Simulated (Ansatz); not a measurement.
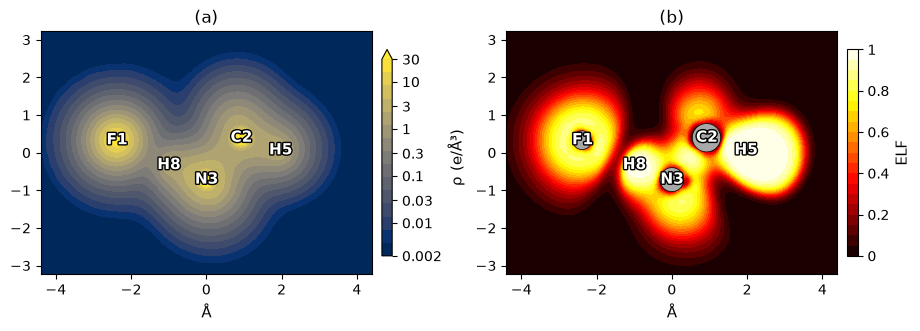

*F···CH₅N (SMILES [F-].CN) (charge −1). (a) electron density; (b) ELF on the plane of atoms C2, N3 and H8. Grey discs cover the atomic cores in the ELF map.*

Geometry: PBE0-D4/def2-TZVP.

Level of theory: RKS PBE0-D4/def2-TZVPPD in Ansatz 0.2.0.

Input

```
crystal:
  periodic: [false, false, false]
  atoms:
    - {symbol: F, position_ang: [0.541119, 0.144147, -2.484002]}
    - {symbol: C, position_ang: [-0.313439, -0.418442, 0.663589]}
    - {symbol: N, position_ang: [0.598437, 0.545611, 0.093312]}
    - {symbol: H, position_ang: [-1.328696, -0.423704, 0.223819]}
    - {symbol: H, position_ang: [-0.428741, -0.281071, 1.749782]}
    - {symbol: H, position_ang: [0.088743, -1.426441, 0.513437]}
    - {symbol: H, position_ang: [0.203841, 1.473759, 0.206450]}
    - {symbol: H, position_ang: [0.638736, 0.386141, -0.966387]}
basis:
  gaussian: {orbitals: "def2-TZVPPD.json"}
total_charge: -1
hamiltonian: {xc: pbe0, dispersion: d4}
output: {orbitals: {seedname: orbitals}}
```

Launched as:

```sh
ansatz run in.yaml --threads 2 --pin off --events-out ev --progress --plain --max-ram 5222MiB
```

Question: What do the fields say about this system?

Answer:
- The plane passes through F, C, N and H nuclei.
- F1···H8 (1.54 Å): the density falls to about 0.44 e/Å³ on the way; the ELF dips to about 0.25 between them; a closed-shell contact with the geometry of a hydrogen bond.
- C–N (1.44 Å): ρ at the midpoint is about 2 e/Å³; the ELF peaks at about 0.90 between the atoms (a shared electron pair).
- C–H (1.10 Å): ρ is about 1.9 e/Å³ halfway; the ELF climbs to about 1 towards the hydrogen, as it does in any bond to H: a covalent bond by its length.
